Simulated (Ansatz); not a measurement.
# Work function of Mg(0001): what the settings cost and change

How far do functional and pseudopotentials move the work function of Mg(0001), and at what cost?

Calculated with Ansatz 0.2.0; plane-wave DFT, PBE, Ansatz PAW, in the first sound run; inputs show where later runs differ.

### 1. The starting structure

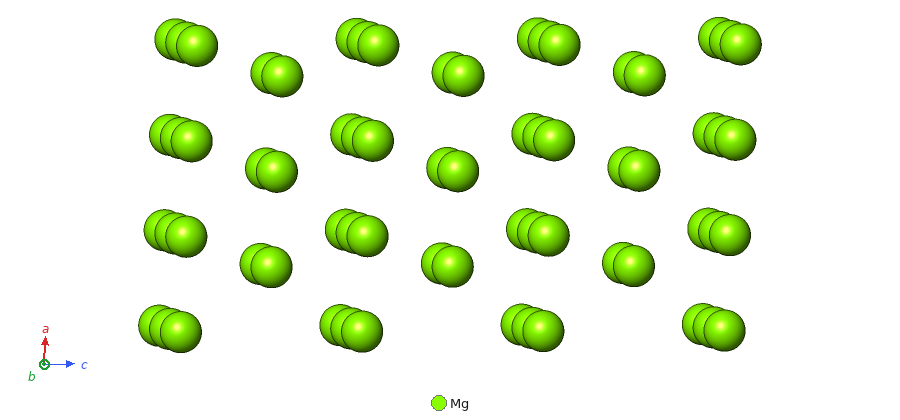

The starting structure, seen from the side, with the c axis across the page (magnesium green). 3×2×1 cells are drawn. Some periodic images of atoms are drawn too.

The cell holds 7 atoms: 7 Mg. Cell: a = 3.210 Å, b = 3.210 Å, c = 33.639 Å, α = 90.0°, β = 90.0°, γ = 60.0°. Vacuum lies along c.

### 2. Run, setting PBE, Ansatz PAW (420 eV)

A work function rests on the faint tail of the density, so the SCF threshold is tight. PBE on the default files comes first; the next runs keep the geometry and change functional or files, each at the cutoff that its files recommend; a relaxation and, for heavy metals, spin-orbit coupling close the ladder.

File input.yaml:

```yaml
crystal:
  lattice:
    - [3.21, 0.0, 0.0]
    - [1.605, 2.7799415461, 0.0]
    - [0.0, 0.0, 33.63912]
  atoms:
    - { symbol: Mg, position: [0.0, 0.0, 0.2675456433] }
    - { symbol: Mg, position: [0.6666666667, 0.6666666667, 0.3450304289] }
    - { symbol: Mg, position: [0.0, 0.0, 0.4225152144] }
    - { symbol: Mg, position: [0.6666666667, 0.6666666667, 0.5] }
    - { symbol: Mg, position: [0.0, 0.0, 0.5774847856] }
    - { symbol: Mg, position: [0.6666666667, 0.6666666667, 0.6549695711] }
    - { symbol: Mg, position: [0.0, 0.0, 0.7324543567] }
kpoints:
  mp_grid: { grid: [15, 15, 1] }
hamiltonian:
  xc: pbe
scf:
  occupations: { method: fermi_dirac, width: 0.1 }
  convergence: { dr2_threshold: 1.0e-09 }
efield:
  axis: 3
  dipole_correction: true
  ramp_position: 0.97
  ramp_width: 0.06
output:
  write_potential: true
  write_density: true
  volumetric_format: npy
  elf: true
```

On the command line:

```bash
> ansatz run input.yaml --threads 2 --pin off --max-ram 3072MiB --backend cpu --events-out ev --progress --plain --runs-dir out
```

Numbers of over 12 decimals in the logs are rounded to 6 here.

Output:

```text
Engine: ansatz 0.2.0, aarch64-unknown-linux-gnu
Pseudopotentials: kind: paw
Pseudopotential: Mg, paw, valence charge 10, recommended cutoff 420 eV (normal), Mg.paw.azcp
Functional definition: PBE
  parameter kappa = 0.804
  parameter beta = 0.066725
  exchange = pbe_x(kappa = kappa, mu = beta*pi^2/3)
  correlation = pbe_c(beta = beta)
Crystal: 7 atoms, lattice volume = 300.182 Å³
Basis set: ecut = 420 eV, 5969 PW (Γ)
Bands: 42, of which v1, the nominal top of the filled ones, is band 35 counted from 1 (34 counted from 0)
Symmetry: 6 space group operations
k-points: 27 of 225 (time reversal used)
Non-local potential: Mg, projectors of the file, l = 0: 3, l = 1: 2, l = 2: 1
PAW form: soft (Blöchl's): semilocal exchange-correlation on the pseudo side does not see the compensation charge
PAW one-centre angular grid: Mg, 110 points (default); XC on 64 Gauss nodes
Initial density: superposition of atomic densities (neutral atoms: chi_scale 0, normalization atom), corrected by the library's trained network
Initial wavefunctions: pseudopotential atomic-orbital guess
Functional: x = pbe(κ = 0.804, μ = 0.219515), c = pbe(β = 0.066725)
SCF iter   1: F=—  HF=-13466.058059 eV  |F-HF|=—  |Δ(HF+E_count)|=         —  Δρ=8.28e-4  dr2=4.66e-2  ethr=1.77e-3  p=-0.000 e·Å  D=-8.73e-15 V/Å  ΔV_dip=0.00 eV  dr2_dipole=1.58e-7  V_vac-E_F(+/−)=3.73/3.73 eV  ⟨swp⟩=12.8  Hψ=6050  notcnv=0
efield: sawtooth ramp at fractional position 0.9700 (set: `efield.ramp_position`, or a place that a band, a saddle search or an elastic batch's reference lends), width 0.0600; the density the first Hamiltonian is built on has a dipole p = -0.000 e·Å; the dipole correction subtracts the counter field D = -8.73e-15 V/Å, which shifts the + side's vacuum level by +0.00 eV against the − side's; the planar-averaged density in the ramp window peaks in size at 2.0e-5 e/Å³
preconditioner: auto → LDOS  [metal: Δε(μ)=0.053 eV  Ē_g=4.751 eV  σ=0.100 eV  W_gap=0.13  n_scr=22 (ndim 8)  ℏωp=8.0 eV  f_vac=0.413  D(μ)=3.00/eV (n_scr^D=14)  β→1.0]
SCF iter   2: F=—  HF=-13466.058079 eV  |F-HF|=—  |Δ(HF+E_count)|=   1.97e-5  Δρ=2.73e-4  dr2=2.01e-3  ethr=6.65e-5  p=0.000 e·Å  D=2.04e-5 V/Å  ΔV_dip=-0.00 eV  dr2_dipole=1.44e-7  V_vac-E_F(+/−)=3.74/3.74 eV  ⟨swp⟩=1.9  Hψ=1501  notcnv=0  defer=1
SCF iter   3: F=—  HF=-13466.057962 eV  |F-HF|=—  |Δ(HF+E_count)|=   1.16e-4  Δρ=1.19e-4  dr2=1.36e-4  ethr=2.87e-6  p=-0.000 e·Å  D=-7.61e-6 V/Å  ΔV_dip=0.00 eV  dr2_dipole=5.71e-9  V_vac-E_F(+/−)=3.69/3.69 eV  ⟨swp⟩=2.0  Hψ=1351  notcnv=0  defer=1
SCF iter   4: F=—  HF=-13466.057948 eV  |F-HF|=—  |Δ(HF+E_count)|=   1.41e-5  Δρ=2.06e-5  dr2=8.40e-6  ethr=1.95e-7  p=-0.000 e·Å  D=-7.65e-7 V/Å  ΔV_dip=0.00 eV  dr2_dipole=2.16e-11  V_vac-E_F(+/−)=3.69/3.69 eV  ⟨swp⟩=2.1  Hψ=1829  notcnv=0  defer=1
SCF iter   5: F=—  HF=-13466.057948 eV  |F-HF|=—  |Δ(HF+E_count)|=   5.28e-7  Δρ=6.63e-6  dr2=1.75e-6  ethr=1.20e-8  p=0.000 e·Å  D=4.51e-7 V/Å  ΔV_dip=-0.00 eV  dr2_dipole=8.45e-11  V_vac-E_F(+/−)=3.69/3.69 eV  ⟨swp⟩=2.0  Hψ=1245  notcnv=0  defer=1
SCF iter   6: F=—  HF=-13466.057890 eV  |F-HF|=—  |Δ(HF+E_count)|=   5.75e-5  Δρ=1.55e-6  dr2=6.84e-8  ethr=2.50e-9  p=0.000 e·Å  D=3.67e-8 V/Å  ΔV_dip=-0.00 eV  dr2_dipole=1.44e-12  V_vac-E_F(+/−)=3.69/3.69 eV  ⟨swp⟩=1.6  Hψ=1163  notcnv=0  defer=1
SCF iter   7: F=-13466.057890 eV  HF=-13466.057890 eV  |F-HF|=1.76e-10  |Δ(HF+E_count)|=   3.28e-9  Δρ=3.20e-7  dr2=6.99e-10  ethr=1.43e-12  p=-0.000 e·Å  D=-8.76e-9 V/Å  ΔV_dip=0.00 eV  dr2_dipole=2.50e-13  V_vac-E_F(+/−)=3.69/3.69 eV  ⟨swp⟩=6.2  Hψ=3549  notcnv=0
SCF 1 converged in 7 iterations: F = -13466.057890 eV  dr2 = 6.99e-10
  greatest PAW one-centre occupation: 1.000 electrons in one spin orbital (limit 2), on the Mg atom at site 5 (counted from 0), in its partial waves of l = 0
WARN: The output density's exchange-correlation potential varies sharply where the density is thin. Do not read a vacuum level from v_tot or v_xc, or from such a field of the output density. On a cell that repeats whose density bears no net charge and no dipole along the vacuum's axis use v_es (v_loc + v_h of the components); under efield.dipole_correction with no amplitude use v_es + v_field, which holds any externa [...]
SCF converged after 7 iterations
Free energy (F): -13466.057890 eV
Harris-Foulkes:  -13466.057890 eV  (|F-HF|=1.76e-10)
Internal energy: -13465.957800 eV  (E = F + TS)
E sigma→0 (E₀):  -13466.007845 eV
Entropy (-TS):   -0.100091 eV (-14.299 meV/atom)
Fermi energy:    1.360631 eV
Dipole field:    D = -0.000001 V/Å  (p = -0.000001 e·Å, saw-weighted, corrected)
Work function:   Φ+ = 3.6893 eV   Φ− = 3.6893 eV
Levels:          The Fermi level and band energies are counted from a zero that moves with the ramp; work functions are not
--- Per-component energies (eV) ---
  E_band       = -2804.035816
  E_kinetic    = 521.818618
  E_local      = -70828.396110  (includes V_loc(G=0)·N_el)
  E_nonlocal   = 670.109441
  E_hartree    = 33643.061707
  E_xc         = -197.229782
  E_vxc        = -254.347250  (∫ρ·V_xc dr)
  E_paw        = -2048.324712  (= ΣΔE_a)
  E_vpaw       = -199.344166  (= ΣTr[D̂ρ^β])
  E_aug_tail   = -0.000025  (compensation charges beyond the density's cutoff)
  E_efield     = 0.000000  (sawtooth field / dipole correction)
  E_vefield    = 0.000000  (∫n·V_field dr)
  E_ewald      = 24773.003063
  E_smearing   = -0.100091  (= −TS)
  E_closure    = -0.000000  (closes the sum)
  Σ components = -13466.057890   (vs F -13466.057890, Δ=0.00e0)
--- Band table (eV; the first three rows and the last of 27) ---
  k-point 0: bands = [... 31 lower, -3.9612, -3.1147, -2.0971, -0.9034, 0.1302, 1.6262, 2.9675, 4.0894, ... 3 higher]
  k-point 1: bands = [... 31 lower, -3.8754, -3.0295, -2.0126, -0.8192, 0.2105, 1.7074, 3.0482, 4.1711, ... 3 higher]
  k-point 2: bands = [... 31 lower, -3.6186, -2.7745, -1.7597, -0.5672, 0.4514, 1.9498, 3.2879, 4.4140, ... 3 higher]
  k-point 26: bands = [... 31 lower, 1.0965, 1.1332, 1.1589, 1.3928, 1.5625, 1.6545, 1.8183, 2.1765, ... 3 higher]
```

Run time: 44 s. Hardware: 2 threads of Arm Neoverse N1, shared host; peak memory 0.64 GiB; 66 s of CPU time.

Numbers from this step:

- energy at zero smearing: -13466.0078 eV
- work function, upper face: 3.689 eV

Running mean over 2.60652 Å of the planar mean; the ramp of the sawtooth is left out. Electron's electrostatic potential energy less the Fermi level against z:

```tsv
z (Å)	electron's electrostatic potential energy less the Fermi level (eV)
5.0	3.67
7.5	0.632
10.0	-4.05
12.5	-4.04
15.0	-4.06
17.5	-4.08
20.0	-4.05
22.5	-4.05
25.0	-3.79
27.5	3.50
30.0	3.69
```

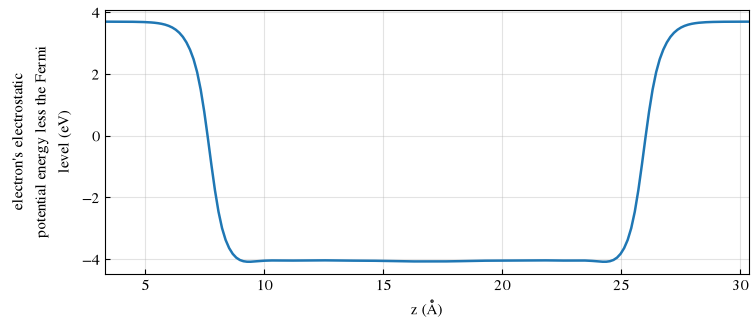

Electron's electrostatic potential energy less the Fermi level against z.

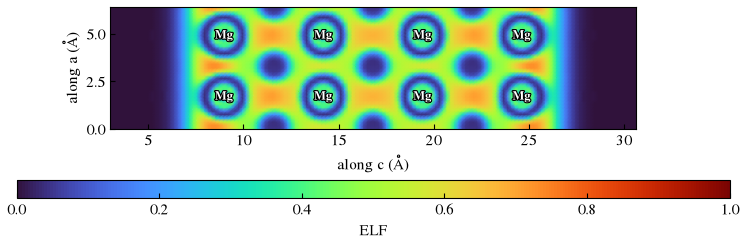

ELF in the ca plane at fractional y = 0.000, with atoms of Mg within 0.2 Å of it. It is the smooth field of the valence electrons, not physical close to the nuclei. The map starts off the cell's origin, so that atoms lie inside it. The far vacuum is left out of the map.

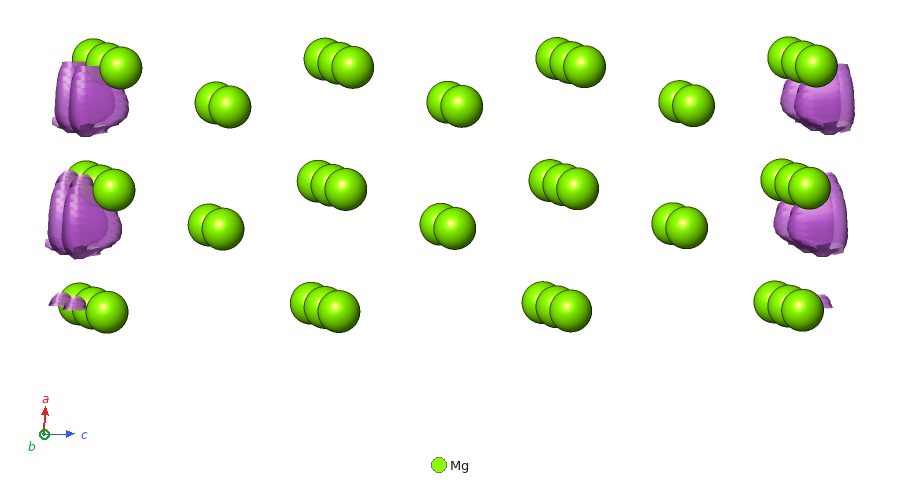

Surface of ELF = 0.71. 2×2×1 cells are drawn.

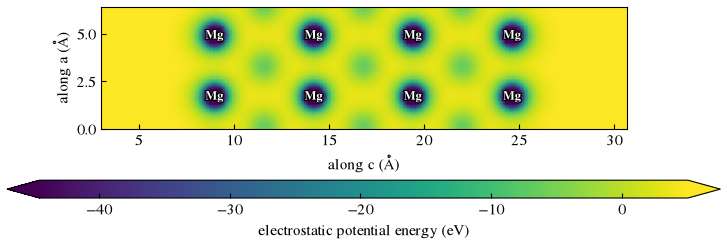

Electrostatic potential energy in the ca plane at fractional y = 0.000, with atoms of Mg within 0.2 Å of it. With pseudopotentials it is smooth inside the atoms' cores, unlike the true potential. The map starts off the cell's origin, so that atoms lie inside it. The far vacuum is left out of the map.

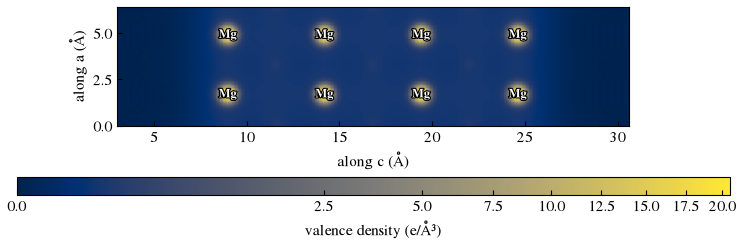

Valence density in the ca plane at fractional y = 0.000, with atoms of Mg within 0.2 Å of it. It is the smooth field of the valence electrons, not physical close to the nuclei. The map starts off the cell's origin, so that atoms lie inside it. The colour scale is stretched toward low values. The far vacuum is left out of the map.

The work function is 3.689 eV.

### 3. Slab

This step: plane-wave DFT, LDA, Ansatz PAW (Ansatz 0.2.0).

input.yaml: that of step 2 with these lines changed.

```diff
@@ -16,3 +16,3 @@
 hamiltonian:
-  xc: pbe
+  xc: lda
 scf:
@@ -29,2 +29 @@
   volumetric_format: npy
-  elf: true
```

Output:

```text
[...]
Crystal: 7 atoms, lattice volume = 300.182 Å³
Basis set: ecut = 420 eV, 5969 PW (Γ)
Bands: 42, of which v1, the nominal top of the filled ones, is band 35 counted from 1 (34 counted from 0)
Symmetry: 6 space group operations
k-points: 27 of 225 (time reversal used)
[...]
k-point 1: bands = [... 31 lower, -4.0273, -3.1837, -2.1704, -0.9875, 0.0774, 1.5375, 2.8682, 4.0076, ... 3 higher]
  k-point 2: bands = [... 31 lower, -3.7709, -2.9291, -1.9178, -0.7355, 0.3175, 1.7800, 3.1084, 4.2499, ... 3 higher]
  k-point 26: bands = [... 31 lower, 0.9294, 0.9909, 1.0103, 1.2389, 1.4375, 1.4868, 1.6710, 2.0484, ... 3 higher]
[key lines of the parts left out:]
SCF converged after 7 iterations
Free energy (F): -13310.474305 eV
Fermi energy:    1.203945 eV
Dipole field:    D = 0.000001 V/Å  (p = 0.000001 e·Å, saw-weighted, corrected)
Work function:   Φ+ = 3.8139 eV   Φ− = 3.8139 eV
```

Wall time 43 s (2 threads); peak memory 0.62 GiB; 67 s of CPU time.

The work function is 3.814 eV, +0.125 eV from the run “PBE, Ansatz PAW (420 eV)”, at 1.0 times its CPU time.

### 4. Run

This step: plane-wave DFT, PBEsol, Ansatz PAW (Ansatz 0.2.0).

input.yaml: that of step 3 with these lines changed.

```diff
@@ -16,3 +16,3 @@
 hamiltonian:
-  xc: lda
+  xc: pbesol
 scf:
```

Output:

```text
[...]
Crystal: 7 atoms, lattice volume = 300.182 Å³
Basis set: ecut = 420 eV, 5969 PW (Γ)
Bands: 42, of which v1, the nominal top of the filled ones, is band 35 counted from 1 (34 counted from 0)
Symmetry: 6 space group operations
k-points: 27 of 225 (time reversal used)
[...]
k-point 1: bands = [... 31 lower, -3.9151, -3.0687, -2.0517, -0.8590, 0.1652, 1.6596, 3.0043, 4.1583, ... 3 higher]
  k-point 2: bands = [... 31 lower, -3.6584, -2.8139, -1.7989, -0.6072, 0.4062, 1.9020, 3.2439, 4.4002, ... 3 higher]
  k-point 26: bands = [... 31 lower, 1.0563, 1.0858, 1.1183, 1.3527, 1.5154, 1.6130, 1.7776, 2.1302, ... 3 higher]
[key lines of the parts left out:]
SCF converged after 9 iterations
Free energy (F): -13383.703766 eV
Fermi energy:    1.318337 eV
Dipole field:    D = 0.000000 V/Å  (p = 0.000000 e·Å, saw-weighted, corrected)
Work function:   Φ+ = 3.7343 eV   Φ− = 3.7343 eV
```

It took 43 s on 2 threads; peak memory 0.64 GiB.

The work function is 3.734 eV, +0.045 eV from the run “PBE, Ansatz PAW (420 eV)”, at 1.1 times its CPU time.

### 5. Run

This step: plane-wave DFT, RPBE, Ansatz PAW (Ansatz 0.2.0).

input.yaml: that of step 4 with these lines changed.

```diff
@@ -16,3 +16,3 @@
 hamiltonian:
-  xc: pbesol
+  xc: rpbe
 scf:
```

Output:

```text
[...]
Crystal: 7 atoms, lattice volume = 300.182 Å³
Basis set: ecut = 420 eV, 5969 PW (Γ)
Bands: 42, of which v1, the nominal top of the filled ones, is band 35 counted from 1 (34 counted from 0)
Symmetry: 6 space group operations
k-points: 27 of 225 (time reversal used)
[...]
k-point 1: bands = [... 31 lower, -3.7860, -2.9394, -1.9212, -0.7212, 0.2803, 1.8016, 3.1394, 4.2187, ... 3 higher]
  k-point 2: bands = [... 31 lower, -3.5293, -2.6846, -1.6685, -0.4696, 0.5218, 2.0437, 3.3788, 4.4627, ... 3 higher]
  k-point 26: bands = [... 31 lower, 1.1893, 1.1959, 1.2518, 1.4750, 1.6265, 1.7465, 1.8958, 2.2421, ... 3 higher]
[key lines of the parts left out:]
SCF converged after 8 iterations
Free energy (F): -13485.850199 eV
Fermi energy:    1.446470 eV
Dipole field:    D = -0.000000 V/Å  (p = -0.000000 e·Å, saw-weighted, corrected)
Work function:   Φ+ = 3.6283 eV   Φ− = 3.6283 eV
```

Elapsed: 40 s, on 2 threads; peak memory 0.64 GiB; 67 s of CPU time.

The work function is 3.628 eV, -0.061 eV from the run “PBE, Ansatz PAW (420 eV)”, at 1.0 times its CPU time.

### 6. Run

This step: plane-wave DFT, r2SCAN, Ansatz PAW (Ansatz 0.2.0).

input.yaml: that of step 5 with these lines changed.

```diff
@@ -16,3 +16,3 @@
 hamiltonian:
-  xc: rpbe
+  xc: r2scan
 scf:
```

Output:

```text
[...]
Crystal: 7 atoms, lattice volume = 300.182 Å³
Basis set: ecut = 500 eV, 7617 PW (Γ), exchange–correlation on 96×96×1000 points (64 copies of the dense FFT grid, shifted against one another)
Bands: 42, of which v1, the nominal top of the filled ones, is band 35 counted from 1 (34 counted from 0)
Symmetry: 6 space group operations
[...]
k-point 1: bands = [... 31 lower, -4.2464, -3.3408, -2.2504, -0.9523, 0.0202, 1.7221, 3.1772, 4.4181, ... 3 higher]
  k-point 2: bands = [... 31 lower, -3.9727, -3.0692, -1.9814, -0.6846, 0.2807, 1.9792, 3.4294, 4.6692, ... 3 higher]
  k-point 26: bands = [... 31 lower, 0.9670, 1.0812, 1.1443, 1.3544, 1.4333, 1.6640, 1.7888, 2.1007, ... 3 higher]
[key lines of the parts left out:]
SCF converged after 8 iterations
Free energy (F): -13484.193540 eV
Fermi energy:    1.323939 eV
Dipole field:    D = 0.000000 V/Å  (p = 0.000000 e·Å, saw-weighted, corrected)
Work function:   Φ+ = 3.7790 eV   Φ− = 3.7790 eV
```

Run time: 1.8 min. Hardware: 2 threads; peak memory 1.1 GiB.

The work function is 3.779 eV, +0.090 eV from the run “PBE, Ansatz PAW (420 eV)”, at 2.7 times its CPU time.

### 7. Run

This step: plane-wave DFT, PBE, JTH PAW (Ansatz 0.2.0).

input.yaml: that of step 6 with these lines changed.

```diff
@@ -16,3 +16,4 @@
 hamiltonian:
-  xc: r2scan
+  xc: pbe
+  pseudopotentials: { kind: paw, source: jth }
 scf:
```

Output:

```text
[...]
k-point 1: bands = [... 31 lower, -3.4968, -2.6518, -1.6359, -0.4430, 0.5880, 2.0846, 3.4258, 4.5485, ... 3 higher]
  k-point 2: bands = [... 31 lower, -3.2401, -2.3970, -1.3831, -0.1909, 0.8289, 2.3271, 3.6657, 4.7915, ... 3 higher]
  k-point 26: bands = [... 31 lower, 1.4743, 1.5112, 1.5362, 1.7707, 1.9406, 2.0320, 2.1960, 2.5545, ... 3 higher]
[key lines of the parts left out:]
SCF converged after 8 iterations
Free energy (F): -13466.257318 eV
Fermi energy:    1.737952 eV
Dipole field:    D = -0.000000 V/Å  (p = -0.000000 e·Å, saw-weighted, corrected)
Work function:   Φ+ = 3.6883 eV   Φ− = 3.6883 eV
```

The job ended after 2.1 min (2 threads; peak memory 1.5 GiB).

The work function is 3.688 eV, -0.001 eV from the run “PBE, Ansatz PAW (420 eV)”, at 3.2 times its CPU time.

### 8. Run

This step: plane-wave DFT, PBE, norm-conserving (Ansatz 0.2.0).

input.yaml: that of step 7 with these lines changed.

```diff
@@ -17,3 +17,3 @@
   xc: pbe
-  pseudopotentials: { kind: paw, source: jth }
+  pseudopotentials: { kind: nc }
 scf:
```

Output:

```text
[...]
Crystal: 7 atoms, lattice volume = 300.182 Å³
Basis set: ecut = 1142.878222 eV, 26327 PW (Γ)
Bands: 42, of which v1, the nominal top of the filled ones, is band 35 counted from 1 (34 counted from 0)
Symmetry: 6 space group operations
k-points: 27 of 225 (time reversal used)
[...]
k-point 1: bands = [... 31 lower, -3.9047, -3.0589, -2.0419, -0.8483, 0.1822, 1.6796, 3.0213, 4.1443, ... 3 higher]
  k-point 2: bands = [... 31 lower, -3.6479, -2.8039, -1.7890, -0.5962, 0.4232, 1.9221, 3.2611, 4.3873, ... 3 higher]
  k-point 26: bands = [... 31 lower, 1.0678, 1.1055, 1.1304, 1.3644, 1.5351, 1.6262, 1.7903, 2.1494, ... 3 higher]
[key lines of the parts left out:]
SCF converged after 7 iterations
Free energy (F): -11313.248882 eV
Fermi energy:    1.332441 eV
Dipole field:    D = -0.000001 V/Å  (p = -0.000001 e·Å, saw-weighted, corrected)
Work function:   Φ+ = 3.6894 eV   Φ− = 3.6893 eV
```

The job ended after 2.8 min (2 threads; peak memory 1.8 GiB; 4.8 min of CPU time).

The work function is 3.689 eV, +0.000 eV from the run “PBE, Ansatz PAW (420 eV)”, at 4.4 times its CPU time.

(Continued in part 2 of 2.)

[Logs are printed without paths, hosts, clocks, repeated set-up lines and the standing remarks that a program may print on its own settings, such as how far it seeks lower states.]

[Hosts, paths, dates, database ids (printed as entryN), source tags and the programs' standing remarks are cut or masked in the printed files.]

[Maps of the electrostatic potential energy from Ansatz leave out the sawtooth potential of an applied field or a dipole correction, so their vacuum need not be flat; planar profiles and work functions include it.]
